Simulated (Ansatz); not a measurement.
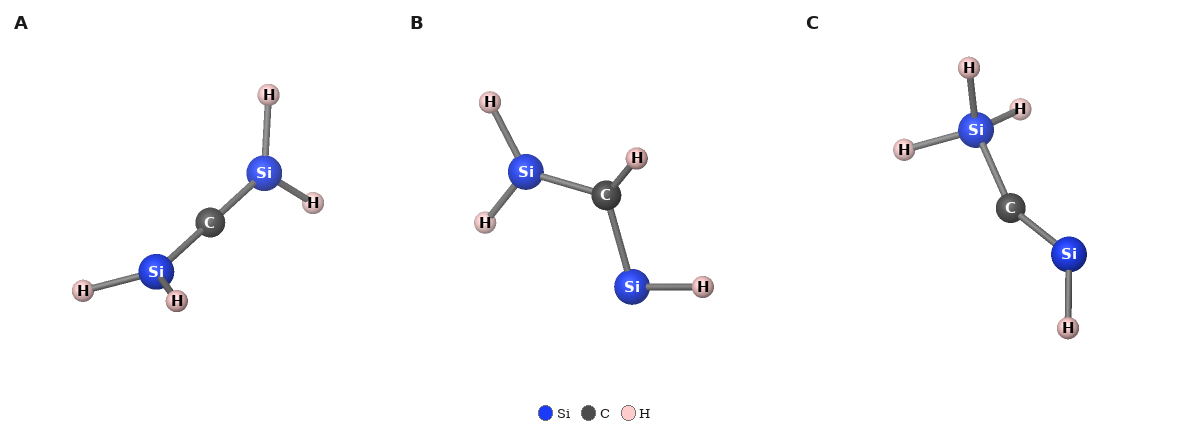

3 stationary structures of one formula. Geometries: PBE0-D4/def2-TZVP. Electronic energies: RHF-CCSD(T) (frozen core)/def2-TZVPP (Ansatz 0.2.0), without zero-point energy. No frequency run is at hand to confirm each as a minimum. Each is one conformer, not always the lowest.

Which structure is the most stable?

Answer. B is lowest (Cs); A lies 7.5 kcal/mol above it (D2d), C lies 17.0 kcal/mol above it (Cs).
